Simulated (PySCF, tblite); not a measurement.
**C3H9NOSi: geometry, infrared bands and NMR shifts**

What infrared bands and NMR shifts should C3H9NOSi (`CC(=O)N(C)[SiH3]`) show?

Computed with tblite 0.8.0 and PySCF 2.14.0, with density-fitted response routines of our own, on a single molecule in the gas phase. Atoms are numbered from 0 throughout.

### 1 Starting geometry

15 atoms, charge 0, multiplicity 1; geometry from: force field or distance geometry start.

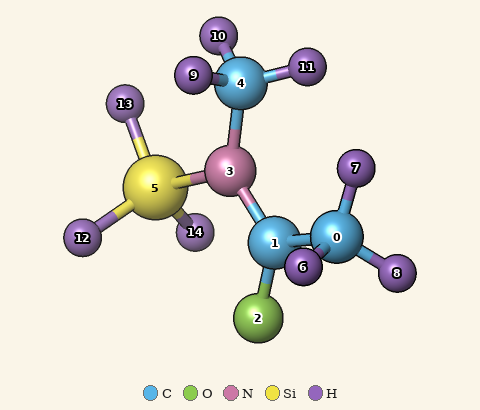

As it starts; carbon blue, oxygen green, nitrogen pink, silicon yellow, hydrogen purple, atoms numbered.

### 2 Optimising the geometry with GFN2-xTB

The job: settings as JSON, then the geometry in Å.

```
{"job": {"kind": "relax", "xc": "GFN2-xTB", "basis": "xTB"}, "charge": 0, "multiplicity": 1}
C      2.181300     0.202200    -0.074000
C      0.938700    -0.519300     0.287200
O      1.040200    -1.641000     0.922000
N     -0.373700    -0.058800    -0.003800
C     -0.645800     1.175500    -0.687100
Si    -1.810300    -1.042700     0.503700
H      2.610000     0.588500     0.891800
H      1.996300     1.046200    -0.788700
H      2.936100    -0.456200    -0.545100
H     -0.673000     1.956900     0.104300
H     -1.695900     1.163800    -1.116600
H      0.051600     1.395200    -1.499200
H     -1.810400    -1.008100     1.981800
H     -2.994200    -0.391500    -0.001400
H     -1.755400    -2.402800     0.003300
```

Launch:

```bash
OMP_NUM_THREADS=1 python probes_run.py task.json out
```

This one command runs all jobs of the session in turn.

What it wrote:

```text
step      E/eV     max force
  0    -537.42691    4.530
  1    -537.71006    3.777
  2    -537.81697    0.902
  3    -537.85994    0.743
  4    -537.92480    0.531
  5    -537.94318    0.444
  6    -537.98591    0.345
  7    -538.00086    0.300
  8    -538.01811    0.327
  9    -538.03175    0.344
 10    -538.04744    0.315
 11    -538.05949    0.233
 12    -538.06819    0.233
 13    -538.07625    0.262
 14    -538.08513    0.242
 15    -538.09257    0.257
 16    -538.09793    0.236
 17    -538.10176    0.164
 18    -538.10554    0.204
 19    -538.10955    0.176
 20    -538.11299    0.193
 21    -538.11581    0.161
 22    -538.11831    0.116
 23    -538.12070    0.146
 24    -538.12299    0.136
 25    -538.12502    0.105
 26    -538.12672    0.115
 27    -538.12803    0.080
 28    -538.12891    0.064
 29    -538.12960    0.066
 30    -538.13029    0.063
 31    -538.13092    0.067
 32    -538.13140    0.053
 33    -538.13177    0.044
 34    -538.13220    0.066
 35    -538.13283    0.094
 36    -538.13367    0.101
 37    -538.13460    0.092
 38    -538.13553    0.088
 39    -538.13649    0.076
 40    -538.13752    0.100
 41    -538.13846    0.081
 42    -538.13911    0.059
 43    -538.13961    0.061
 44    -538.14016    0.069
 45    -538.14081    0.081
 46    -538.14151    0.063
 47    -538.14224    0.070
 48    -538.14313    0.075
 49    -538.14446    0.122
 50    -538.14651    0.141
 51    -538.14665    0.200
 52    -538.14977    0.108
 53    -538.15089    0.081
 54    -538.15258    0.060
 55    -538.15298    0.047
 56    -538.15341    0.052
 57    -538.15381    0.053
 58    -538.15430    0.058
 59    -538.15480    0.059
 60    -538.15533    0.079
 61    -538.15595    0.089
 62    -538.15685    0.083
 63    -538.15795    0.095
 64    -538.15891    0.076
 65    -538.15956    0.063
 66    -538.16010    0.060
 67    -538.16087    0.094
 68    -538.16216    0.133
 69    -538.16131    0.190
 70    -538.16454    0.096
 71    -538.16530    0.073
 72    -538.16682    0.084
 73    -538.16749    0.088
 74    -538.16941    0.100
 75    -538.17070    0.088
 76    -538.17181    0.078
 77    -538.17256    0.075
 78    -538.17327    0.098
 79    -538.17413    0.109
 80    -538.17467    0.070
 81    -538.17514    0.044
 82    -538.17536    0.039
 83    -538.17572    0.049
 84    -538.17616    0.061
 85    -538.17696    0.089
 86    -538.17803    0.097
 87    -538.17911    0.079
 88    -538.17988    0.079
 89    -538.18016    0.096
 90    -538.18078    0.070
 91    -538.18126    0.060
 92    -538.18263    0.088
 93    -538.18357    0.079
 94    -538.18470    0.100
 95    -538.18573    0.085
 96    -538.18671    0.063
 97    -538.18753    0.057
 98    -538.18824    0.051
 99    -538.18852    0.033
100    -538.18863    0.027
101    -538.18874    0.025
102    -538.18888    0.033
103    -538.18903    0.030
104    -538.18917    0.027
105    -538.18925    0.017
106    -538.18928    0.012
107    -538.18931    0.012
108    -538.18934    0.017
109    -538.18939    0.020
110    -538.18945    0.023
111    -538.18952    0.029
112    -538.18961    0.030
113    -538.18972    0.022
114    -538.18989    0.028
115    -538.19008    0.032
116    -538.19021    0.022
117    -538.19027    0.016
118    -538.19030    0.016
119    -538.19036    0.018
120    -538.19042    0.020
121    -538.19048    0.018
122    -538.19052    0.010
123    -538.19053    0.012
124    -538.19055    0.007
```

Wall time 0.67 s (1 thread of Arm Neoverse V1, shared host); peak memory 0.18 GiB.

Relaxation path: (not every step is listed)

```tsv
step	energy from step 0 (eV)	largest force (eV/Å)
0	0.0000	4.5298
1	-0.2831	3.7768
2	-0.3901	0.9017
3	-0.4330	0.7431
4	-0.4979	0.5313
5	-0.5163	0.4439
6	-0.5590	0.3445
7	-0.5739	0.3001
8	-0.5912	0.3275
19	-0.6826	0.1756
30	-0.7034	0.0633
41	-0.7115	0.0807
52	-0.7229	0.1078
63	-0.7310	0.0950
74	-0.7425	0.1000
85	-0.7500	0.0890
96	-0.7598	0.0632
107	-0.7624	0.0124
118	-0.7634	0.0160
119	-0.7635	0.0181
120	-0.7635	0.0196
121	-0.7636	0.0179
122	-0.7636	0.0103
123	-0.7636	0.0121
124	-0.7636	0.0075
```

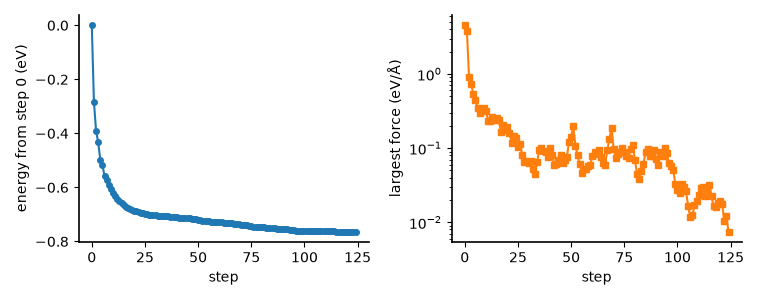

Energy and largest force along the relaxation.

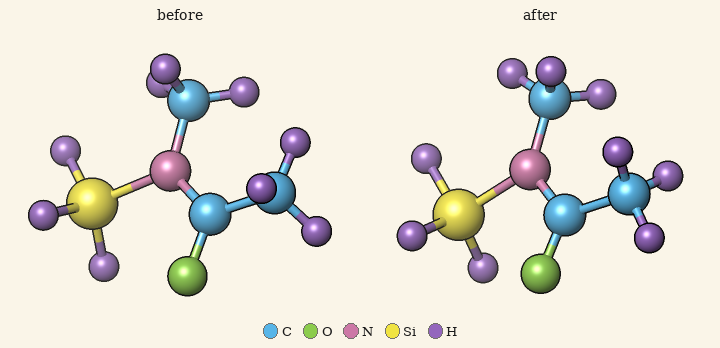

The geometry before (left) and after (right).

Distances of close pairs at the start and the end, largest changes first:

```tsv
bond	before (Å)	after (Å)	change (Å)
C1–N3	1.421	1.335	-0.086
C1–O2	1.293	1.229	-0.064
C4–H10	1.135	1.087	-0.048
N3–Si5	1.814	1.774	-0.039
C0–H6	1.125	1.089	-0.037
C0–H7	1.121	1.089	-0.033
Si5–H13	1.443	1.473	+0.030
Si5–H12	1.479	1.453	-0.025
```

The next job starts from the end point, and lists it.

### 3 Vibrational analysis with GFN2-xTB

The job: settings as JSON, then the geometry in Å.

```
{"job": {"kind": "ir", "xc": "GFN2-xTB", "basis": "xTB"}, "charge": 0, "multiplicity": 1}
C      2.037244     0.191904    -0.054538
C      0.767718    -0.539575     0.269065
O      0.739070    -1.650831     0.793061
N     -0.419360     0.004338    -0.009876
C     -0.593772     1.292534    -0.619149
Si    -1.639774    -1.170448     0.518149
H      2.058499     1.149949     0.461765
H      2.096164     0.379236    -1.125316
H      2.887587    -0.408105     0.256341
H     -0.152603     2.082456    -0.005254
H     -1.658857     1.483813    -0.720391
H     -0.135285     1.326476    -1.611203
H     -1.587000    -1.320206     1.962836
H     -2.863011    -0.437735     0.150223
H     -1.541033    -2.375816    -0.287624
```

What it wrote:

```text
mode    cm-1     km/mol
  1     112.7      0.49
  2     124.1      2.94
  3     156.9     42.81
  4     165.5      1.15
  5     224.3      2.04
  6     298.5      0.81
  7     300.3      0.22
  8     396.3     25.10
  9     543.5     25.52
 10     547.6      2.80
 11     611.2    145.23
 12     637.8     27.53
 13     659.3     14.22
 14     736.7    175.15
 15     824.2    157.62
 16     830.5    324.93
 17     910.0     13.08
 18    1003.5     25.48
 19    1003.7     12.84
 20    1100.3      0.50
 21    1121.9     33.89
 22    1239.0     99.41
 23    1370.1     14.93
 24    1406.1     41.63
 25    1449.9     49.01
 26    1460.4    186.02
 27    1461.1     19.80
 28    1483.2      8.85
 29    1486.4     25.74
 30    1649.7    428.44
 31    2187.6    358.67
 32    2341.2    109.04
 33    2350.2    381.76
 34    2942.0     36.96
 35    2961.4     36.62
 36    3015.1     14.67
 37    3022.3      9.25
 38    3041.1     12.39
 39    3061.3      8.71
```

Wall time 0.39 s (1 thread of Arm Neoverse V1, shared host); peak memory 0.18 GiB.

The strongest bands and the atoms that carry them (share of the mass-weighted mode):

```tsv
cm⁻¹	km/mol	atoms
611	145.2	H12 27 %, H14 27 %, C1 10 %
737	175.2	H14 42 %, H12 42 %
824	157.6	H13 50 %, H14 26 %, H12 21 %
830	324.9	H13 44 %, H12 27 %, H14 22 %
1460	186.0	C1 24 %, N3 23 %, H7 22 %
1650	428.4	C1 63 %, O2 32 %
2188	358.7	H13 96 %
2350	381.8	H14 53 %, H12 42 %
```

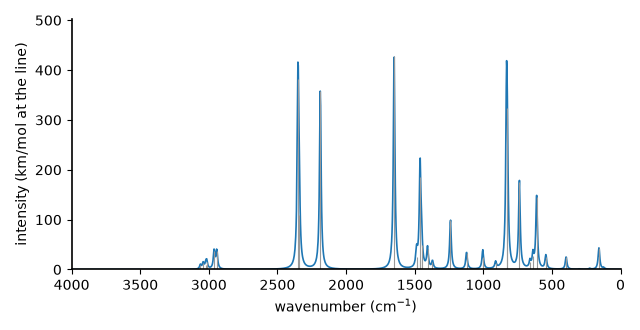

The infrared spectrum from these modes, unscaled. Lines are broadened to a width of 14 cm⁻¹ (Lorentzian).

### 4 Shielding tensors: PBE0/pcSseg-1

The job, as its differences from that of step 3:

```diff
@@ -1,2 +1,2 @@
-{"job": {"kind": "ir", "xc": "GFN2-xTB", "basis": "xTB"}, "charge": 0, "multiplicity": 1}
+{"job": {"kind": "nmr", "xc": "PBE0", "basis": "pcSseg-1"}, "charge": 0, "multiplicity": 1}
 C      2.037244     0.191904    -0.054538
```

With the program's defaults for keys left out, this is: GIAO PBE0/pcSseg-1 NMR shielding, non-relativistic, gas phase.

What it wrote:

```text
coarse grid: 12616 points
cycle   1  E = -538.6105268556  dE =  7.713e-01  |g| = 7.965e-01  |ddm| = 3.353e+00
cycle   2  E = -538.1830263186  dE =  4.275e-01  |g| = 1.662e+00  |ddm| = 2.226e+00
cycle   3  E = -538.7261082077  dE = -5.431e-01  |g| = 2.131e-01  |ddm| = 1.745e+00
cycle   4  E = -538.7347598549  dE = -8.652e-03  |g| = 8.413e-02  |ddm| = 2.072e-01
cycle   5  E = -538.7361079131  dE = -1.348e-03  |g| = 2.223e-02  |ddm| = 6.235e-02
cycle   6  E = -538.7362122131  dE = -1.043e-04  |g| = 4.716e-03  |ddm| = 1.733e-02
cycle   7  E = -538.7362170101  dE = -4.797e-06  |g| = 6.889e-04  |ddm| = 3.789e-03
final grid: 116104 points
cycle   8  E = -538.7798977145  dE = -1.770e-05  |g| = 1.254e-02  |ddm| = 2.458e-02
cycle   9  E = -538.7798100029  dE =  8.771e-05  |g| = 2.477e-02  |ddm| = 2.587e-02
cycle  10  E = -538.7799279934  dE = -1.180e-04  |g| = 2.261e-03  |ddm| = 1.877e-02
cycle  11  E = -538.7799290899  dE = -1.097e-06  |g| = 2.122e-04  |ddm| = 1.727e-03
cycle  12  E = -538.7799290994  dE = -9.510e-09  |g| = 7.471e-05  |ddm| = 2.714e-04
cycle  13  E = -538.7799291004  dE = -9.790e-10  |g| = 3.702e-05  |ddm| = 8.911e-05
cycle  14  E = -538.7799291007  dE = -2.753e-10  |g| = 5.544e-06  |ddm| = 2.833e-05
converged SCF energy = -538.7799291007

GIAO shielding tensors (ppm)
atom      isotropic    diamagn.    paramagn.     s11        s22        s33       span
  0 C      166.411     250.603     -84.191    153.858    156.338    189.037     35.179
  1 C        4.495     250.826    -246.332    -63.185    -21.337     98.006    161.191
  2 O     -114.085     403.225    -517.309   -364.356   -199.498    221.600    585.957
  3 N      144.378     334.038    -189.660     29.860    163.729    239.546    209.685
  4 C      154.163     245.568     -91.405    138.128    140.787    183.574     45.446
  5 Si     412.129     880.760    -468.630    374.692    381.959    479.737    105.045
  6 H       29.633      30.037      -0.404     25.703     29.035     34.160      8.457
  7 H       29.641      29.988      -0.347     25.755     28.942     34.227      8.472
  8 H       29.514      28.215       1.299     25.239     27.986     35.317     10.078
  9 H       28.828      30.448      -1.620     24.994     26.840     34.650      9.657
 10 H       28.606      30.184      -1.578     23.462     28.362     33.995     10.533
 11 H       28.830      30.430      -1.600     24.995     26.800     34.694      9.700
 12 H       27.008      30.062      -3.054     23.625     25.112     32.287      8.662
 13 H       27.659      30.775      -3.116     24.319     26.967     31.691      7.372
 14 H       27.015      30.066      -3.051     23.634     25.113     32.298      8.664
```

It took 31 s on 1 thread of Arm Neoverse V1, shared host; peak memory 0.72 GiB.

Shifts follow as δ = σ(reference) − σ, with reference shieldings (ppm) from runs at the same level and on the same kind of geometry: 1H TMS 31.72, 13C TMS 186.9, 29Si TMS 349.2, 15N NH3 267.7, 17O H2O 336.1. The references are single molecules in the gas phase, so shifts against H2O, NH3, PH3, H3PO4 or CFCl3 are not on the usual liquid scales and can be off by tens of ppm. Atoms listed in one row are averaged.

```tsv
atoms	environment	σ (ppm)	δ (ppm)	δ scaled to CDCl3
C1	amide carbonyl carbon	4.5	182.4	176.1
C4	methyl carbon bonded to N	154.2	32.8	30.1
C0	methyl carbon α to a carbonyl	166.4	20.5	18.1
H12, H13, H14	hydrogen on a silicon bonded to N	27.23	4.49	–
H9, H10, H11	hydrogen on a methyl carbon bonded to N	28.75	2.96	2.90
H6, H7, H8	hydrogen on a methyl carbon α to a carbonyl	29.60	2.12	2.10
O2	amide-type carbonyl oxygen	-114.1	450.2	–
N3	amide-type nitrogen	144.4	123.4	–
Si5	silicon bonded to N, 3 H	412.1	-63.0	–
```

The scaled column applies a straight-line fit of computed shieldings to shifts measured in CDCl3 (root-mean-square error 0.16 ppm for H, 1.9 ppm for C).

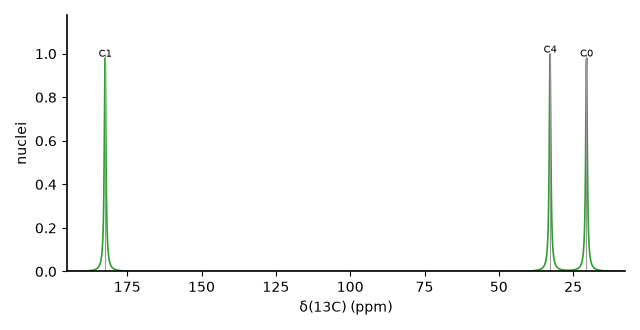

13C lines at the computed shifts, without couplings. Lines are broadened to a width of 0.65 ppm (Lorentzian).

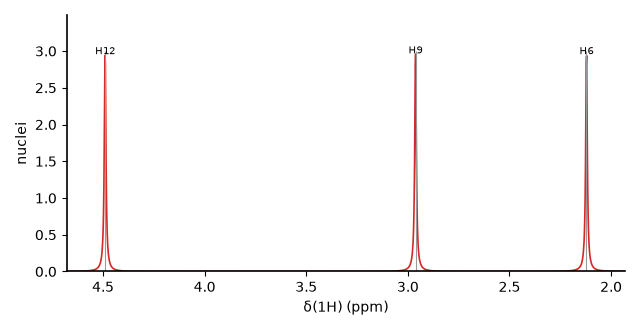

1H lines at the computed shifts, without couplings. Lines are broadened to a width of 0.01 ppm (Lorentzian).

Charges from the same density, by scheme (e):

```tsv
atoms	Mulliken	IAO	Hirshfeld	ESP fit
C0	-0.25	-0.47	-0.12	-0.64
C1	0.42	0.43	0.18	0.69
O2	-0.48	-0.51	-0.26	-0.57
N3	-0.79	-0.43	-0.13	-0.21
C4	-0.05	-0.31	-0.06	-0.47
Si5	0.68	0.75	0.33	0.51
```

Mulliken charges:

C0 -0.25; C1 0.42; O2 -0.48; N3 -0.79; C4 -0.05; Si5 0.68; H6 0.14; H7 0.14; H8 0.15; H9 0.12; H10 0.13; H11 0.12; H12 -0.08; H13 -0.16; H14 -0.08

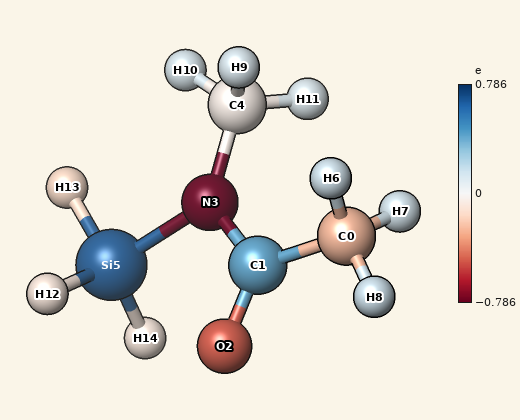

Mulliken charges, as colours on the atoms.

Mayer bond orders: C0–C1 1.02, C1–O2 1.74, C1–N3 1.17, N3–C4 0.93, N3–Si5 0.80.

Orbitals, density, ELF and potential are computed afterwards from the orbital file.

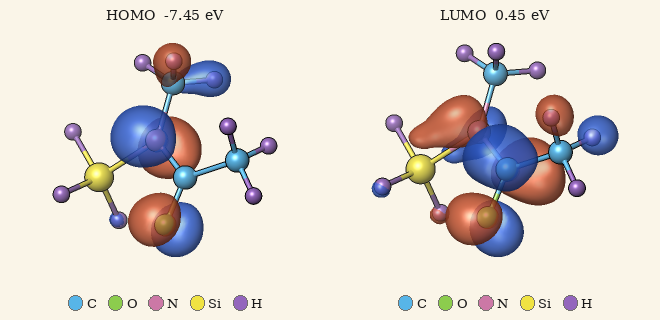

PBE0/pcSseg-1 orbitals near the gap, drawn at the value that encloses 70 % of each; the two colours are the two signs.

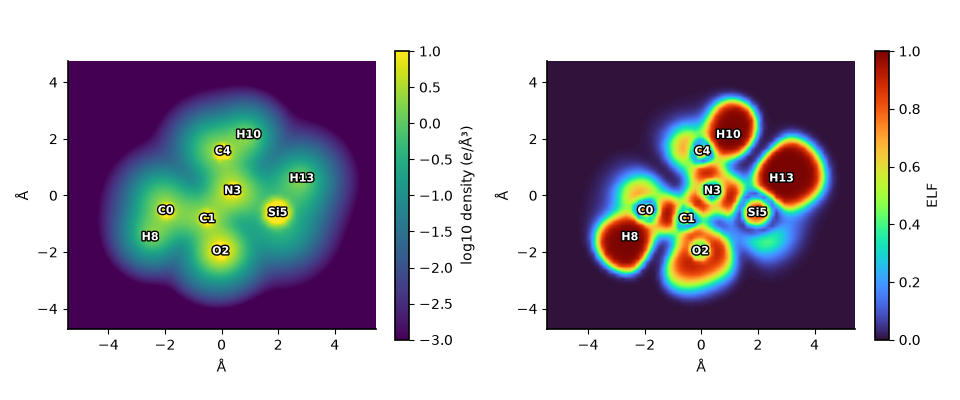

Density (left) and ELF (right) in a plane through or near 9 of the atoms.

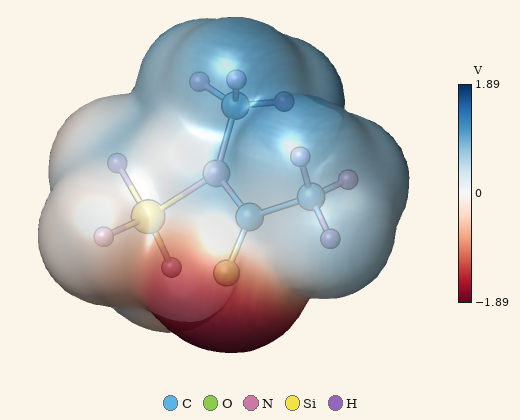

The potential that a unit positive charge feels on the 0.002 e/bohr³ surface, from -1.89 V near O2 to 1.17 V near H6.

### 5 Results

| quantity | value |
| --- | --- |
| strongest single infrared mode (GFN2-xTB) | 1650 cm⁻¹, 428 km/mol |
| zero-point energy (GFN2-xTB) | 71.8 kcal/mol |
| 13C shifts against TMS (PBE0/pcSseg-1) | 182.4, 32.8, 20.5 ppm |
| 1H shifts against TMS (PBE0/pcSseg-1, means over atoms taken as alike) | 4.49, 2.96, 2.12 ppm |
| 17O shifts against H2O (PBE0/pcSseg-1) | 450.2 ppm |
| 15N shifts against NH3 (PBE0/pcSseg-1) | 123.4 ppm |
| 29Si shifts against TMS (PBE0/pcSseg-1) | -63.0 ppm |
| surface potential, least and greatest | -1.89 V and 1.17 V |

**Reading.** Over 124 steps the energy fell by 0.764 eV; of the close pairs, C1–N3 changed most, 1.421 to 1.335 Å. All 39 modes are real, so the xTB geometry is a minimum. The strongest single mode, at 1650 cm⁻¹, moves mainly C1 and O2. Unscaled tight-binding wavenumbers are off by several per cent, some by more. Its intensities can rank the bands wrongly. The most deshielded carbon is C1 (amide carbonyl carbon), at 182.4 ppm: it is a carbonyl in resonance with an O or N lone pair, the region of acids, esters and amides. At PBE0/pcSseg-1: The widest tensor belongs to O2: span 586 ppm, with a paramagnetic part of -517 ppm.
